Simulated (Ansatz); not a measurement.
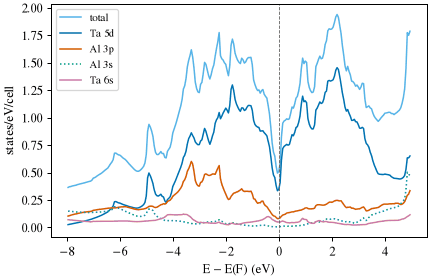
Fig. 1. Total and projected density of states of TaAl (L1₀ or tetragonal B2, P4/mmm), DFT-PBEsol in the program Ansatz with PAW potentials

Question: Which orbitals carry the states next to the Fermi level?

Answer: Within 0.5 eV of the Fermi level: Ta 5d 73 %, Al 3p 14 %, Ta 6s 7 %. Projections are on Löwdin-orthogonalised atomic valence shells; empty p or d shells of many metals are not among them.

Question: Where is the tallest occupied peak in this window, and what makes it?

Answer: Near -2.2 eV, about 1.8 states/eV per cell; the largest projected share is Ta 5d.

The start of the workflow was typed in or built on a structure type; neither database checked (COD, Materials Project) lists it. Whether it is the stable phase at ambient conditions was not checked. The PBEsol relaxation kept the symmetry of its start; whether a distortion lowers the energy is not shown. The run is not spin-polarised. Spin–orbit coupling is left out wherever it is not named.

Potentials: the earlier of the program's two PAW sets. The files were generated under PBE; for other functionals the program regenerates the frozen cores, and for LDA and PBEsol the local potential too.
